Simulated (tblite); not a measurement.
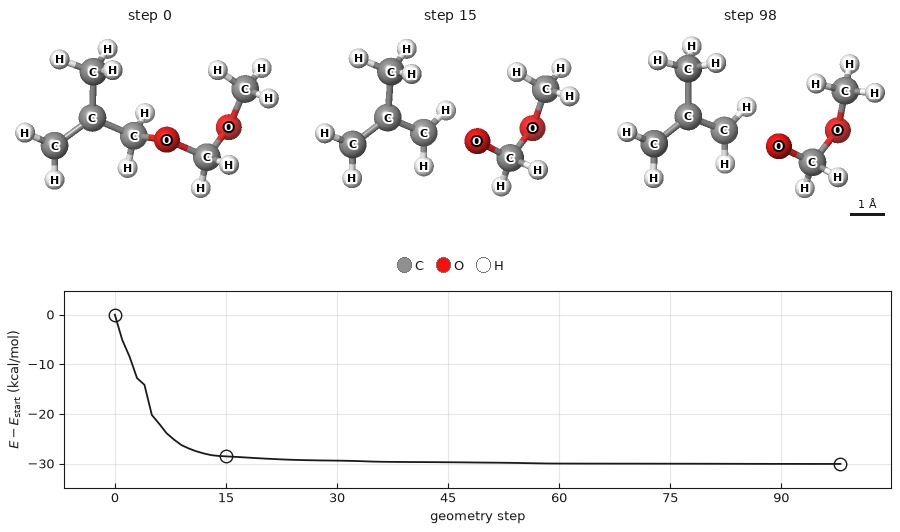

Frames of a relaxation of C$_{6}$H$_{12}$O$_{2}$ (charge −1, multiplicity 2), marked on the history of the run. The picture is a ball-and-stick view, seen at a tilt.

Theory: tblite 0.8.0, GFN2-xTB geometry optimisation, gas phase. 

Describe the path.

Answer. Over 98 geometry steps the energy falls by 30.1 kcal/mol. The largest move after the best rigid fit is that of an H atom, 0.57 Å. Largest moves by element: H 0.57 Å, O 0.45 Å, C 0.38 Å. Some distances before and after: C–O 1.439 → 2.213 Å, C–C 2.352 → 2.923 Å, C–O 1.420 → 1.293 Å, C–C 1.500 → 1.389 Å. Bonds break, among them: C–O (1.44 → 2.21 Å). Bond angles that change, for instance: C–C–H 109.8° → 120.8°, C–C–H 110.9° → 120.2°, H–C–H 108.8° → 116.9°. Groups turn about C–O by about 25°, C–O by about 25°. The run took 0.57 s on 1 thread of Arm Neoverse V2 (shared host). From step 0 to 15: an O atom moves most (0.41 Å), energy −28.5 kcal/mol. From step 15 to 98: an H atom moves most (0.54 Å), energy −1.52 kcal/mol.

```json
{"step": "0", "E − E(0), kcal/mol": "0.00"}
{"step": "1", "E − E(0), kcal/mol": "-5.08"}
{"step": "2", "E − E(0), kcal/mol": "-8.50"}
{"step": "3", "E − E(0), kcal/mol": "-12.78"}
{"step": "4", "E − E(0), kcal/mol": "-14.13"}
{"step": "5", "E − E(0), kcal/mol": "-20.20"}
{"step": "6", "E − E(0), kcal/mol": "-22.00"}
{"step": "7", "E − E(0), kcal/mol": "-23.90"}
{"step": "8", "E − E(0), kcal/mol": "-25.17"}
{"step": "9", "E − E(0), kcal/mol": "-26.28"}
{"step": "10", "E − E(0), kcal/mol": "-26.96"}
{"step": "15", "E − E(0), kcal/mol": "-28.54"}
{"step": "19", "E − E(0), kcal/mol": "-28.88"}
{"step": "24", "E − E(0), kcal/mol": "-29.23"}
{"step": "29", "E − E(0), kcal/mol": "-29.38"}
{"step": "33", "E − E(0), kcal/mol": "-29.50"}
{"step": "38", "E − E(0), kcal/mol": "-29.66"}
{"step": "42", "E − E(0), kcal/mol": "-29.70"}
{"step": "47", "E − E(0), kcal/mol": "-29.75"}
{"step": "52", "E − E(0), kcal/mol": "-29.82"}
{"step": "56", "E − E(0), kcal/mol": "-29.92"}
{"step": "61", "E − E(0), kcal/mol": "-29.99"}
{"step": "66", "E − E(0), kcal/mol": "-30.01"}
{"step": "70", "E − E(0), kcal/mol": "-30.01"}
{"step": "75", "E − E(0), kcal/mol": "-30.02"}
{"step": "79", "E − E(0), kcal/mol": "-30.03"}
{"step": "84", "E − E(0), kcal/mol": "-30.04"}
{"step": "89", "E − E(0), kcal/mol": "-30.06"}
{"step": "93", "E − E(0), kcal/mol": "-30.06"}
{"step": "98", "E − E(0), kcal/mol": "-30.07"}
```
